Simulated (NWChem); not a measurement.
# [NO2]− (nitrite) at 4 levels

Aim: a comparison of 4 runs (SVWN5/pcseg-2, B3LYP/6-31G*, MP2/def2-TZVPPD, CCSD(T)/def2-TZVPPD) of [NO2]− (nitrite). 

The calculation is run with NWChem 7.3.0.

**1. The structure to begin with**

[NO2]− has 3 atoms, charge -1, and is taken as a singlet. As SMILES, `O=N[O-]`. The shape is that of a PBE0-D4/def2-TZVPD optimisation.

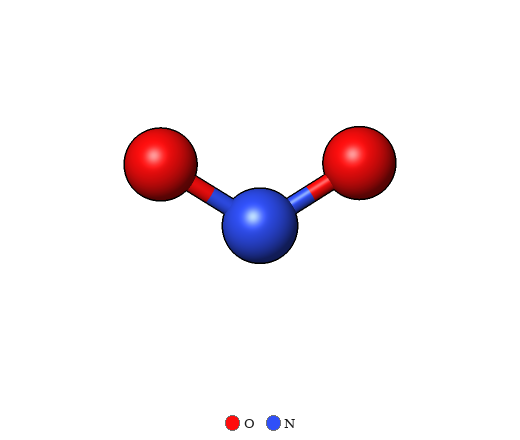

The structure, seen from a chosen angle (oxygen red, nitrogen blue).

**2. Energy and gradient at SVWN5/pcseg-2 (run 1)**

Input file run.nw:

```
start run
title "NO2 SVWN5"
memory stack 880 mb heap 220 mb global 1100 mb
charge -1

geometry noautosym nocenter noautoz
   O      0.322840     0.992650     0.287620
   N      0.325750    -0.245400     0.151990
   O     -0.648590    -0.747260    -0.439610
end

basis spherical bse
   * library pcseg-2
end

dft
   xc slater vwn_5
   grid fine
   convergence energy 1e-08
   maxiter 100
   mulliken
   print low
end

task dft gradient
```

Run with:

```
$ nwchem run.nw > run.out
```

The log of the run:

```text
[...]
 d= 0,ls=0.0,diis     1   -203.4614664532 -2.67D+02  3.05D-02  3.40D+00     1.1
[...]
 d= 0,ls=0.0,diis    11   -203.7672757558 -1.01D-09  3.19D-07  1.02D-09     7.6
         Total DFT energy =     -203.767275755808
      One electron energy =     -413.771826960516
           Coulomb energy =      169.167845947241
    Exchange-Corr. energy =      -22.715763046680
 Nuclear repulsion energy =       63.552468304147
[...]
      Total Density - Mulliken Population Analysis
     ---------------------------------------------
    Atom       Charge   Shell Charges
 -----------   ------   -------------------------------------------------------
    1 O    8     8.40   2.00  0.63  0.84  0.33  2.00  1.81  0.76  0.00  0.03  0.00
    2 N    7     7.19   1.99  0.63  0.70  0.60  1.50  1.29  0.31  0.02  0.13  0.01
    3 O    8     8.40   2.00  0.63  0.84  0.33  2.00  1.81  0.76  0.00  0.03  0.00
[...]
                         DFT ENERGY GRADIENTS
    atom               coordinates                        gradient
                 x          y          z           x          y          z
   1 O       0.610079   1.875837   0.543523    0.001071  -0.011160  -0.000648
   2 N       0.615578  -0.463739   0.287219   -0.010274   0.007746  -0.004793
   3 O      -1.225657  -1.412117  -0.830742    0.009203   0.003413   0.005441
 Task  times  cpu:       10.6s     wall:       10.6s
 Total times  cpu:       10.6s     wall:       10.6s
```

Wall time 11 s (1 thread of Intel Xeon Platinum 8488C (Sapphire Rapids), shared host); peak memory 0.12 GiB.

**3. Energy and forces at B3LYP/6-31G(d) (spherical functions) (run 2)**

Input file no2.nw:

```
echo
start no2
memory total 2200 mb
charge -1

geometry noautosym nocenter noautoz
   O        0.322840       0.992650       0.287620
   N        0.325750      -0.245400       0.151990
   O       -0.648590      -0.747260      -0.439610
end

basis spherical bse
   * library 6-31G*
end

dft
   xc b3lyp
   grid xfine
   convergence energy 1e-08
   maxiter 100
   mulliken
end

task dft gradient
```

Run with:

```
$ nwchem no2.nw > no2.out
```

The log of the run:

```text
[...]
          Wavefunction type:  closed shell.
          No. of atoms     :     3
          No. of electrons :    24
[...]
          Charge           :    -1
          Spin multiplicity:     1
[...]
          AO basis - number of functions:    42
[...]
              XC Information
              --------------
                         B3LYP Method XC Potential
                     Hartree-Fock (Exact) Exchange  0.200
                        Slater Exchange Functional  0.800 local
                    Becke 1988 Exchange Functional  0.720 non-local
              Lee-Yang-Parr Correlation Functional  0.810
                  VWN I RPA Correlation Functional  0.190 local
[...]
 d= 0,ls=0.0,diis     1   -204.8794776685 -2.68D+02  4.03D-02  2.12D+00     0.6
[...]
 d= 0,ls=0.0,diis    10   -205.1124697577 -5.22D-11  1.87D-07  3.90D-10     4.4
         Total DFT energy =     -205.112469757715
      One electron energy =     -414.745916894813
           Coulomb energy =      170.412746463648
    Exchange-Corr. energy =      -24.331767630697
 Nuclear repulsion energy =       63.552468304147
[...]
      Total Density - Mulliken Population Analysis
     ---------------------------------------------
    Atom       Charge   Shell Charges
 -----------   ------   -------------------------------------------------------
    1 O    8     8.55   2.00  0.92  2.86  0.96  1.79  0.03
    2 N    7     6.91   2.00  0.86  2.25  0.81  0.88  0.11
    3 O    8     8.55   2.00  0.92  2.86  0.96  1.79  0.03
[...]
  wavefunction    = closed shell
                         DFT ENERGY GRADIENTS
    atom               coordinates                        gradient
                 x          y          z           x          y          z
   1 O       0.610079   1.875837   0.543523    0.002063  -0.033695  -0.002600
   2 N       0.615578  -0.463739   0.287219   -0.029383   0.022143  -0.013709
   3 O      -1.225657  -1.412117  -0.830742    0.027321   0.011552   0.016309
[...]
```

It took 6.3 s on 1 thread of Intel Xeon Platinum 8488C (Sapphire Rapids), shared host; peak memory 0.12 GiB.

Run 3 isn't shown in full; the table further down has it.

**4. The energy at CCSD(T)/def2-TZVPPD (run 4)**

Input file sp.nw:

```
echo
start sp
title "NO2"
memory stack 880 mb heap 220 mb global 1100 mb
charge -1
geometry units angstrom noautosym nocenter noautoz
  O      0.322840     0.992650     0.287620
  N      0.325750    -0.245400     0.151990
  O     -0.648590    -0.747260    -0.439610
end
basis spherical bse
  * library def2-TZVPPD
end
scf
  thresh 1e-08
  maxiter 80
end
ccsd
  freeze core 3
  maxiter 60
end
task ccsd(t) energy
```

Run with:

```
$ nwchem sp.nw > sp.out
```

The log of the run:

```text
[...]
  functions       =   117
[...]
  wavefunction    = RHF
[...]
         Total SCF energy =   -204.174312720038
      One-electron energy =   -413.579350893576
      Two-electron energy =    145.852569869391
 Nuclear repulsion energy =     63.552468304147
        Time for solution =     26.2s
[...]
 Total MP2 energy:           -204.866184093147581
[...]
             energy      energy      error      ampl     ampl      Block
                                                time     time      time
[...]
 Total CCSD energy:           -204.855829011911368
[...]
 Total CCSD+T(CCSD) energy:           -204.893919147862135
[...]
 Total CCSD(T) energy:                -204.890930797383504
[...]
```

Wall time 5.1 min (1 thread of Intel Xeon Platinum 8488C (Sapphire Rapids), shared host); peak memory 0.38 GiB.

**5. The series**

```csv
run,level,integration grid,iteration cap,energy (Eh),largest force (eV/Å),wall time
1,SVWN5/pcseg-2,fine,100,-203.767276,0.706,11 s
2,B3LYP/6-31G* (spherical functions),xfine,100,-205.112470,2.019,6.3 s
3,MP2/def2-TZVPPD,–,80,-204.866184,1.219,66 s
4,CCSD(T)/def2-TZVPPD,–,80,-204.890931,–,5.1 min
```

**6. What came out**

```
                                                    quantity          value
                                         run 4: total energy  -204.89093 Eh
                  run 4: HOMO energy (Hartree–Fock orbitals)       -4.21 eV
                  run 4: LUMO energy (Hartree–Fock orbitals)        6.50 eV
run 4: HOMO–LUMO gap (to an unbound level, set by the basis)       10.71 eV
          run 4: correlation energy (3 core orbitals frozen)     -716.6 mEh
                                       run 4: (T) correction     -35.10 mEh
```

What this shows: Totals of different functionals can't be ranked against each other. In run 2 the HOMO lies above zero, from self-interaction, a short basis or an electron that isn't bound. All runs together took 6.5 min, the longest 5.1 min.
